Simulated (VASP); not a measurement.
Band structure of BaSi (space group Cmcm). Level of theory: LDA (Ceperley-Alder, Perdew-Zunger), VASP's LDA PAW potentials (set 64) (plane waves; VASP).

Unless said otherwise, spin-orbit coupling is left out, though it shifts the bands of the heavy elements here.

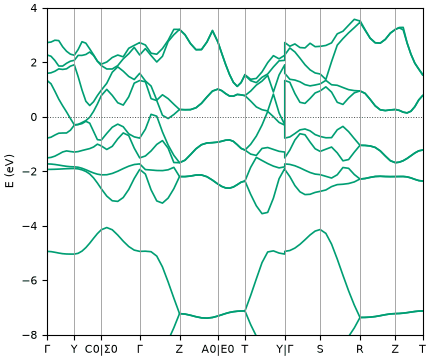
Figure: Bands along high-symmetry lines, zero at the valence-band maximum or, without a gap, the Fermi level

Q: Read the plot: is there a gap, and where are the band edges?

A: It has no gap at this level: it comes out as a metal or semimetal. (Edges off the drawn lines would not show.)

The structure comes from a computed database's BaSi entry (Cmcm); how it stands against other phases isn't given here. It was relaxed first, which changed the volume by -8 %.
